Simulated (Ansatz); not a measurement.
# From BCl3 to BBr3: predicting a member

On one B centre, n of the Cl ligands are replaced by Br. The HOMO–LUMO gap y in eV at wB97X-V/def2-TZVPP. Shapes, held fixed at every level: PBE0-D4/def2-TZVP. Programs: Ansatz 0.2.0.

```
molecule  n  y (eV)
    BCl3  0   12.10
  BBrCl2  1       ?
  BBr2Cl  2   11.02
    BBr3  3   10.69
```

**Question.** Fit y = c + s·n to the known rows and predict BBrCl2.

**Answer.** 
1. Means of the 3 rows: n = 1.66667, y = 11.270.
2. Σ(Δn)² = 4.6667, Σ(Δn·Δy) = -2.24, so the slope is -2.24/4.6667 = -0.48.
3. Intercept: 11.270 − (-0.48) × 1.66667 = 12.070. The largest residual of the fit is 0.090.
4. BBrCl2: 12.070 + (-0.48) × 1 = 11.59 eV.

The run gave 11.43 eV, so the prediction is off by +0.16 eV, more than the scatter of the fit. The step per swap changes from -0.67 to -0.33 eV along the series, so a line misses the bend. Other levels give for BBrCl2: PBE-D4/def2-TZVPP 4.59; BHLYP-D4/def2-TZVPP 9.10; r2SCAN0-D4/def2-TZVPP 7.21 eV. Orbital gaps aren't excitation energies, and the LUMO depends on the basis. Relativity is left out for Br unless named.

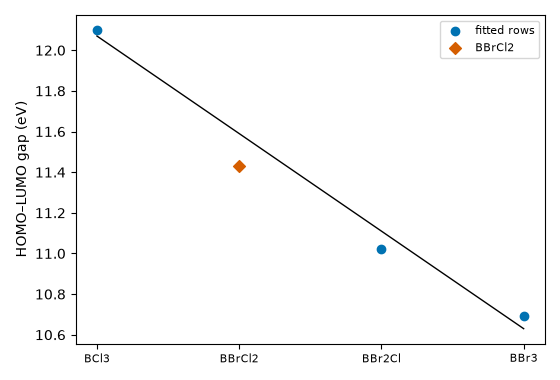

The fitted line, with the withheld member.
